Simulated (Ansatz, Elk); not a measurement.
# How far do independent atoms describe Li3FeSI2F?

Structure refinements treat a crystal as free atoms side by side. For a made-up structure of Li3FeSI2F (cell and positions from a PBE relaxation) the runs below show what the calculated density changes in F(hkl).

Program: Elk 11.2.3 (patched build). Level of theory: DFT, PBE, all-electron APW+lo, Dirac cores, scalar-relativistic bands, static density, ferromagnetic start. Results are calculated unless marked as measured.

The structure was built from a prototype and need not be the compound's stable phase.

## 1. The structure

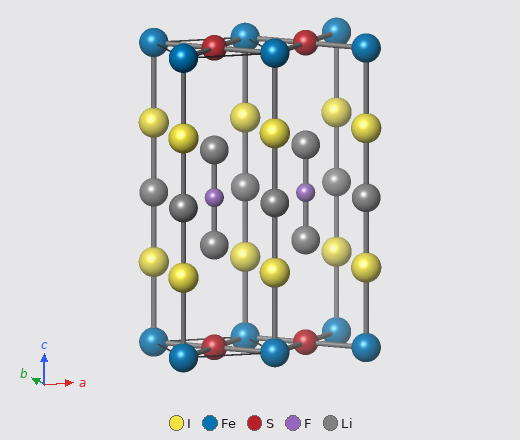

The cell as given, slightly off an axis (iodine yellow, iron blue, sulfur red, fluorine purple, lithium grey). 2×1×1 cells are drawn. Some periodic images of atoms are drawn too.

## 2. Ground state and structure factors

An all-electron density is needed, since X-rays see the cores too. Task 0 finds the density and task 195 Fourier-transforms it; tshift is off so that phases refer to the origin typed.

The input, elk.in:

```
tasks
  0
  195
  196

xctype
  20

spinpol
  .true.

rgkmax
  7.0

gmaxvr
  14.0

lmaxo
  7

lmaxapw
  8

swidth
  0.002

tshift
  .false.

ramdisk
  .false.

hmaxvr
  5.5

maxscl
  120

epspot
  1e-06

reducebf
  0.8

sppath
  './'

avec
  6.97259767747 -0.00000000000 0.00000000000
  -0.00000000000 6.97259767747 0.00000000000
  0.00000000000 0.00000000000 22.06791504369

atoms
  5
  'I.in'
  2
  -0.0000000000 0.0000000000 0.7326869662   0.000000 0.000000 0.000000
  -0.0000000000 -0.0000000000 0.2673130338   0.000000 0.000000 0.000000
  'Fe.in'
  1
  -0.0000000000 -0.0000000000 -0.0000000000   0.000000 0.000000 -0.170000
  'S.in'
  1
  0.5000000000 0.5000000000 -0.0000000000   0.000000 0.000000 0.000000
  'F.in'
  1
  0.5000000000 0.5000000000 0.5000000000   0.000000 0.000000 0.000000
  'Li.in'
  3
  0.5000000000 0.5000000000 0.6588771332   0.000000 0.000000 0.000000
  -0.0000000000 -0.0000000000 0.5000000000   0.000000 0.000000 0.000000
  0.5000000000 0.5000000000 0.3411228668   0.000000 0.000000 0.000000

ngridk
  5 5 2
```

Launch:

```bash
OMP_NUM_THREADS=4 elk
```

Numbers of over 12 decimals in the logs are rounded to 6 here.

The log of the run:

```text
┌─────────────────────────┐
│ Elk code version 11.2.3 │
└─────────────────────────┘

All units are atomic (Hartree, Bohr, etc.)

┌─────────────────────────────────────────────────┐
│ Ground-state run starting from atomic densities │
└─────────────────────────────────────────────────┘

Lattice vectors :
   6.972597677      -0.000000000       0.000000000
  -0.000000000       6.972597677       0.000000000
   0.000000000       0.000000000       22.06791504

Reciprocal lattice vectors :
  0.9011254625       0.000000000      -0.000000000
   0.000000000      0.9011254625      -0.000000000
  -0.000000000      -0.000000000      0.2847203868

Unit cell volume      :    1072.878438
Brillouin zone volume :   0.2312006698

Muffin-tin inner radius fraction :   0.1000000000E-01

Nuclei treated as point charges

Species : 1 (I)
 parameters loaded from : I.in
 name : iodine
 nuclear charge    :   -53.00000000
 electronic charge :    53.00000000
 atomic mass :    231332.6972
 muffin-tin radius :    2.600000000
 number of radial points in muffin-tin :   1193
 inner part over the whole radius :   0.9964907323E-02
 number on inner part of muffin-tin    :    851
 approximate nuclear radius :   0.9002358621E-04
 number of mesh points to nuclear radius :    431
 atomic positions (lattice), magnetic fields (Cartesian) :
  1 :   0.00000000  0.00000000 -0.26731303    0.00000000  0.00000000  0.00000000
  2 :   0.00000000  0.00000000  0.26731303    0.00000000  0.00000000  0.00000000

Species : 2 (Fe)
 parameters loaded from : Fe.in
 name : iron
 nuclear charge    :   -26.00000000
 electronic charge :    26.00000000
 atomic mass :    101799.2075
 muffin-tin radius :    2.400000000
 number of radial points in muffin-tin :    993
 inner part over the whole radius :   0.9896234358E-02
 number on inner part of muffin-tin    :    700
 approximate nuclear radius :   0.7160107270E-04
 number of mesh points to nuclear radius :    332
 atomic positions (lattice), magnetic fields (Cartesian) :
  1 :   0.00000000  0.00000000  0.00000000    0.00000000  0.00000000 -0.17000000

Species : 3 (S)
 parameters loaded from : S.in
 name : sulphur
 nuclear charge    :   -16.00000000
 electronic charge :    16.00000000
 atomic mass :    58450.91931
 muffin-tin radius :    2.200000000
 number of radial points in muffin-tin :    793
 inner part over the whole radius :   0.9890556315E-02
 number on inner part of muffin-tin    :    554
 approximate nuclear radius :   0.6195814986E-04
 number of mesh points to nuclear radius :    251
 atomic positions (lattice), magnetic fields (Cartesian) :
  1 :   0.50000000  0.50000000  0.00000000    0.00000000  0.00000000  0.00000000

Species : 4 (F)
 parameters loaded from : F.in
 name : fluorine
 nuclear charge    :   -9.000000000
 electronic charge :    9.000000000
 atomic mass :    34631.97045
 muffin-tin radius :    1.818993199
 number of radial points in muffin-tin :    593
 inner part over the whole radius :   0.9991848223E-02
 number on inner part of muffin-tin    :    409
 approximate nuclear radius :   0.5278478738E-04
 number of mesh points to nuclear radius :    176
 atomic positions (lattice), magnetic fields (Cartesian) :
  1 :   0.50000000  0.50000000  0.50000000    0.00000000  0.00000000  0.00000000

Species : 5 (Li)
 parameters loaded from : Li.in
 name : lithium
 nuclear charge    :   -3.000000000
 electronic charge :    3.000000000
 atomic mass :    12652.66898
 muffin-tin radius :    1.637093879
 number of radial points in muffin-tin :    593
 inner part over the whole radius :   0.9874016069E-02
 number on inner part of muffin-tin    :    400
 approximate nuclear radius :   0.4000070961E-04
 number of mesh points to nuclear radius :    149
 atomic positions (lattice), magnetic fields (Cartesian) :
  1 :   0.50000000  0.50000000 -0.34112287    0.00000000  0.00000000  0.00000000
  2 :   0.00000000  0.00000000  0.50000000    0.00000000  0.00000000  0.00000000
[...]
Coulomb potential           :     -26004.273477559
 nuclear-nuclear             :     -1398.9546073074
 electron-nuclear            :     -36170.862579266
 Hartree                     :      5093.8420016084
 Madelung                    :     -19473.838446186
 xc potential                :     -600.60457162931
 xc effective B-field        :    -0.215745
 external B-field            :      0.000000
 exchange                    :     -452.96901727329
 correlation                 :     -8.086055
 electron entropic           :    -0.11453204736323E-02
 total energy                :     -16032.824103972
 (external B-field energy excluded from total)

Density of states at Fermi energy :    88.48661736
 (states/Hartree/unit cell)

Estimated indirect band gap :   0.1556439887E-02
 from k-point 8 to k-point 9
Estimated direct band gap   :   0.5515086910E-02
 at k-point 8

Charges :
 core                        :    94.00000000
 valence                     :    72.00000000
 interstitial                :    9.984175801
 muffin-tins (core leakage)
  species : 1 (I)
[...]
species : 2 (Fe)
[...]
species : 3 (S)
[...]
species : 4 (F)
[...]
species : 5 (Li)
[...]
total in muffin-tins        :    156.0158242
 total calculated charge     :    165.9993109
 total charge                :    166.0000000
 error                       :   0.6891210812E-03

Moments :
 interstitial                :   0.1719339018
 muffin-tins
  species : 1 (I)
[...]
species : 2 (Fe)
[...]
species : 3 (S)
[...]
species : 4 (F)
[...]
species : 5 (Li)
[...]
total in muffin-tins        :    3.510074702
 total moment                :    3.682008604

RMS change in Kohn-Sham potential (target) :   0.7211625489E-06 (  0.1000000000E-05)
Absolute change in total energy (target)   :   0.1736019658E-04 (  0.1000000000E-03)

Convergence targets achieved

┌──────────────────┐
│ Loop number : 26 │
└──────────────────┘

Energies :
 Fermi                       :     0.166913
 sum of occupied eigenvalues :     -9700.8865056185
 electron kinetic            :      16904.207289868
 core electron kinetic       :      16323.195585185
 Coulomb                     :     -32475.975206746
 Coulomb potential           :     -26004.273447735
 nuclear-nuclear             :     -1398.9546073074
 electron-nuclear            :     -36170.862653057
 Hartree                     :      5093.8420536187
 Madelung                    :     -19473.838482878
 xc potential                :     -600.60460173208
 xc effective B-field        :    -0.215744
 external B-field            :      0.000000
 exchange                    :     -452.96901931473
 correlation                 :     -8.086055
 electron entropic           :    -0.11453204001482E-02
 total energy                :     -16032.824136260
 (external B-field energy excluded from total)

Density of states at Fermi energy :    88.48695956
 (states/Hartree/unit cell)

Estimated indirect band gap :   0.1556421685E-02
 from k-point 8 to k-point 9
Estimated direct band gap   :   0.5515179972E-02
 at k-point 8

Charges :
 core                        :    94.00000000
 valence                     :    72.00000000
 interstitial                :    9.984174351
 muffin-tins (core leakage)
  species : 1 (I)
[...]
species : 2 (Fe)
   atom 1                    :    24.53800196     ( -0.2258117604E-06)
  species : 3 (S)
   atom 1                    :    14.43325177     (  0.6887349536E-04)
  species : 4 (F)
   atom 1                    :    8.704198537     ( -0.2876156926E-06)
  species : 5 (Li)
   atom 1                    :    2.093723547     (   0.000000000    )
   atom 2                    :    2.041980587     (   0.000000000    )
   atom 3                    :    2.093723547     (   0.000000000    )
 total in muffin-tins        :    156.0158256
 total calculated charge     :    165.9993109
 total charge                :    166.0000000
 error                       :   0.6891213166E-03

Moments :
 interstitial                :   0.1719360878
 muffin-tins
  species : 1 (I)
[...]
species : 2 (Fe)
[...]
species : 3 (S)
[...]
species : 4 (F)
[...]
species : 5 (Li)
   atom 1                    :   0.5450939551E-04
   atom 2                    :   0.3125061018E-02
   atom 3                    :   0.5450939551E-04
 total in muffin-tins        :    3.510071436
 total moment                :    3.682007523

┌──────────────────────────────┐
│ Self-consistent loop stopped │
└──────────────────────────────┘

Warning : core states of species 1 leak from the muffin-tin :   0.2022928623E-03

Wrote STATE.OUT
```

It took 5.9 min on 4 threads of Arm Neoverse V1, shared host; peak memory 0.65 GiB.

SFACRHO.OUT:

```text

h k l indices transformed by vhmat matrix:
   1.000000000       0.000000000       0.000000000    
   0.000000000       1.000000000       0.000000000    
   0.000000000       0.000000000       1.000000000    

      h      k      l  multipl.   |H|            Re(F)            Im(F)           |F|

      0      0      0      1   0.0000000       166.00000     -0.21855616E-16   166.00000    
      0      0     -1      2  0.28472039       15.120672     -0.62813725E-14   15.120672    
      0      0     -2      2  0.56944077      -49.880544     -0.12097458E-13   49.880544    
      0      0      3      2  0.85416116       60.758821      0.40421795E-14   60.758821    
      1      0      0      4  0.90112546       92.693637      0.30341170E-14   92.693637    
      1      0      1      8  0.94503587       7.1382387     -0.13260675E-13   7.1382387    
     -1      0     -2      8   1.0659690      -83.141980     -0.33268010E-13   83.141980    
      0      0      4      2   1.1388815       120.09045     -0.50948910E-13   120.09045    
      1      0     -3      8   1.2416193       38.637260      0.25358134E-13   38.637260    
      1     -1      0      4   1.2743839       129.97963     -0.91087479E-15   129.97963    
     -1      1      1      8   1.3058024       11.486624      0.55834422E-14   11.486624    
      1     -1      2      8   1.3958213      -43.841410      0.11632171E-13   43.841410    
      0      0     -5      2   1.4236019      -22.022791     -0.19076761E-13   22.022791    
      1      0      4      8   1.4522666       80.844077     -0.22566412E-13   80.844077    
     -1     -1     -3      8   1.5341595       50.552106      0.78517156E-15   50.552106    
     -1      0      5      8   1.6848352      -26.874685     -0.10468954E-13   26.874685    
      0      0      6      2   1.7083223      -23.556891      0.26172385E-13   23.556891    
     -1     -1     -4      8   1.7091242       103.72484      0.57695570E-13   103.72484
```

Elk indexes on the primitive cell of elk.in and gives |H| = 4π sin θ/λ in inverse bohr. Below, one row stands for each form hkl of the conventional cell (m members, Friedel mates merged), F is for one primitive cell and the density is static (no thermal factor). Free-atom factors are Waasmaier and Kirfel's, and R is Σm||F|−|F'||/Σm|F|.

| hkl | m | sin θ/λ (Å⁻¹) | abs F, DFT | neutral atoms | diff. |
| --- | --- | --- | --- | --- | --- |
| 001 | 2 | 0.043 | 15.121 | 15.118 | +0.002 |
| 002 | 2 | 0.086 | 49.880 | 50.048 | -0.167 |
| 003 | 2 | 0.128 | 60.759 | 60.231 | +0.528 |
| 100 | 4 | 0.136 | 92.694 | 92.980 | -0.286 |
| 101 | 8 | 0.142 | 7.138 | 7.086 | +0.052 |
| 102 | 8 | 0.160 | 83.142 | 82.660 | +0.482 |
| 004 | 2 | 0.171 | 120.091 | 119.841 | +0.250 |
| 103 | 8 | 0.187 | 38.637 | 38.383 | +0.254 |
| 110 | 4 | 0.192 | 129.980 | 129.581 | +0.399 |
| 111 | 8 | 0.196 | 11.487 | 11.718 | -0.231 |
| 112 | 8 | 0.210 | 43.841 | 44.061 | -0.220 |
| 005 | 2 | 0.214 | 22.023 | 21.701 | +0.322 |
| 104 | 8 | 0.218 | 80.844 | 81.024 | -0.180 |
| 113 | 8 | 0.231 | 50.552 | 50.737 | -0.185 |
| 105 | 8 | 0.253 | 26.875 | 27.051 | -0.176 |
| 006 | 2 | 0.257 | 23.557 | 23.523 | +0.034 |
| 114 | 8 | 0.257 | 103.725 | 103.750 | -0.025 |
| 200 | 4 | 0.271 | 113.594 | 113.779 | -0.185 |
| 201 | 8 | 0.274 | 9.944 | 10.046 | -0.102 |
| 202 | 8 | 0.284 | 40.984 | 41.089 | -0.105 |
| 115 | 8 | 0.287 | 19.829 | 19.877 | -0.048 |
| 106 | 8 | 0.290 | 57.802 | 57.787 | +0.015 |

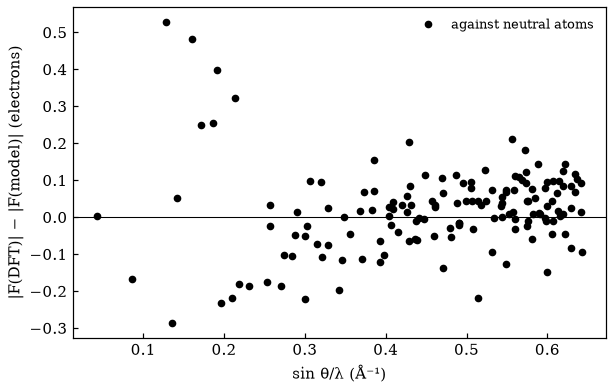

Difference between the calculated structure factors and the independent-atom ones.

## 3. The magnetisation density

The same run holds the spin density, and task 196 transforms it. The order is that of the start, and no other was tried.

SFACMAG_1.OUT:

```text

h k l indices transformed by vhmat matrix:
   1.000000000       0.000000000       0.000000000    
   0.000000000       1.000000000       0.000000000    
   0.000000000       0.000000000       1.000000000    

      h      k      l  multipl.   |H|            Re(F)            Im(F)           |F|

      0      0      0      1   0.0000000       3.6820077     -0.65781484E-17   3.6820077    
      0      0     -1      2  0.28472039       3.4836973     -0.55313871E-16   3.4836973    
      0      0     -2      2  0.56944077       3.2766568     -0.40873941E-16   3.2766568    
      0      0      3      2  0.85416116       2.9515219     -0.19073382E-16   2.9515219    
      1      0      0      4  0.90112546       2.7356424      0.59927067E-17   2.7356424    
      1      0      1      8  0.94503587       2.6442366      0.71139134E-17   2.6442366    
     -1      0     -2      8   1.0659690       2.5282807     -0.40053147E-16   2.5282807    
      0      0      4      2   1.1388815       2.5505893     -0.13317288E-16   2.5505893    
      1      0     -3      8   1.2416193       2.3566415      0.29666155E-16   2.3566415    
      1     -1      0      4   1.2743839       2.5227555     -0.45850653E-17   2.5227555    
     -1      1      1      8   1.3058024       2.4360717      0.11770882E-16   2.4360717    
      1     -1      2      8   1.3958213       2.2868477      0.17039064E-16   2.2868477    
      0      0     -5      2   1.4236019       2.1787020      0.11724290E-16   2.1787020    
      1      0      4      8   1.4522666       2.1074774      0.27640961E-16   2.1074774    
     -1     -1     -3      8   1.5341595       2.0684388     -0.83386140E-17   2.0684388    
     -1      0      5      8   1.6848352       1.8658748     -0.37603413E-16   1.8658748
```

The total moment is 3.68 μB a cell; sphere moments: I1 +0.02, I2 +0.02, Fe3 +3.33, S4 +0.14, F5 0.00, Li6 0.00, Li7 0.00, Li8 0.00 μB. Polarised neutrons measure spin and orbital magnetisation together; without spin-orbit coupling the run gives the spin part. With nearly all of the moment on one atom, abs F_M/F_M(0) is close to a form factor, set here beside ⟨j0⟩ of the free Fe2+ ion (formal charge):

| hkl | sin θ/λ (Å⁻¹) | abs F_M (μB) | F_M/F_M(0) | ⟨j0⟩ |
| --- | --- | --- | --- | --- |
| 001 | 0.043 | 3.484 | 0.946 | 0.982 |
| 002 | 0.086 | 3.277 | 0.890 | 0.929 |
| 003 | 0.128 | 2.951 | 0.802 | 0.849 |
| 100 | 0.136 | 2.736 | 0.743 | 0.834 |
| 101 | 0.142 | 2.644 | 0.718 | 0.820 |
| 102 | 0.160 | 2.528 | 0.687 | 0.778 |
| 004 | 0.171 | 2.551 | 0.693 | 0.752 |
| 103 | 0.187 | 2.357 | 0.640 | 0.715 |
| 110 | 0.192 | 2.523 | 0.685 | 0.704 |
| 111 | 0.196 | 2.436 | 0.662 | 0.692 |
| 112 | 0.210 | 2.287 | 0.621 | 0.659 |
| 005 | 0.214 | 2.179 | 0.592 | 0.649 |
| 104 | 0.218 | 2.107 | 0.572 | 0.638 |
| 113 | 0.231 | 2.068 | 0.562 | 0.609 |

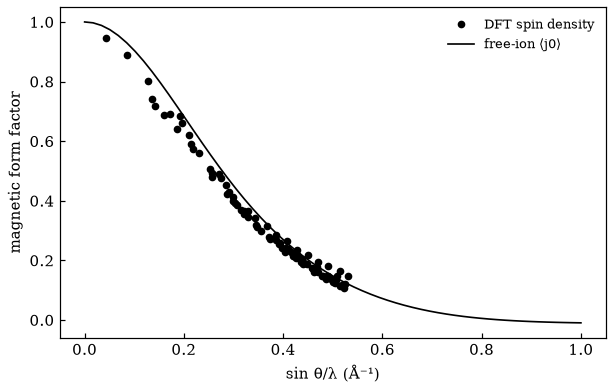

Magnetic form factor from the spin density.

## 4. The highest occupied states alone

An energy window below the Fermi level keeps the highest occupied states, to see at which angles they scatter; shallow core shells can lie inside it and anion s states outside. No new self-consistency is needed.

Changes to elk.in since step 2:

```diff
@@ -1,5 +1,3 @@
 tasks
-  0
   195
-  196
 
@@ -44,2 +42,5 @@
 
+wsfac
+  -0.384330 0.466910
+
 sppath
```

Launch:

```bash
OMP_NUM_THREADS=4 elk
```

The log of the run:

```text
┌─────────────────────────────────┐
│ Elk code version 11.2.3 started │
└─────────────────────────────────┘

Info(readinput): the functional depends on the density's gradient
 muffin-tin radial points multiplied by    2.00000
 (not where nrmtscf is given)

┌────────────────────┐
│ Current task : 195 │
└────────────────────┘
Info(checkmt): changed muffin-tin radius of species 4 (F) from   2.0000 to   1.8190
Info(checkmt): changed muffin-tin radius of species 5 (Li) from   1.8000 to   1.6371

Info(sfacrho): density structure factors written to SFACRHO.OUT

 Energy window :  -0.3843300000      0.4669100000

┌──────────────────┐
│ Elk code stopped │
└──────────────────┘
```

Wall time 29 s (4 threads); peak memory 0.35 GiB.

States within 15 eV below the Fermi level hold 36.00 electrons; any levels below the window count with the cores. Their amplitudes can exceed the total, where window and core parts have opposite phase:

| hkl | sin θ/λ (Å⁻¹) | abs F, window | abs F, all |
| --- | --- | --- | --- |
| 001 | 0.043 | 5.289 | 15.121 |
| 002 | 0.086 | 6.447 | 49.880 |
| 003 | 0.128 | 7.497 | 60.759 |
| 100 | 0.136 | 3.405 | 92.694 |
| 101 | 0.142 | 5.539 | 7.138 |
| 102 | 0.160 | 6.209 | 83.142 |
| 004 | 0.171 | 13.948 | 120.091 |
| 103 | 0.187 | 6.845 | 38.637 |
| 110 | 0.192 | 12.127 | 129.980 |
| 111 | 0.196 | 1.974 | 11.487 |

(Part 1 of 2 ends here.)

[Logs are printed without paths, hosts, clocks, repeated set-up lines and the standing remarks that a program may print on its own settings, such as how far it seeks lower states.]

[Hosts, paths, dates, database ids (printed as entryN), source tags and the programs' standing remarks are cut or masked in the printed files.]
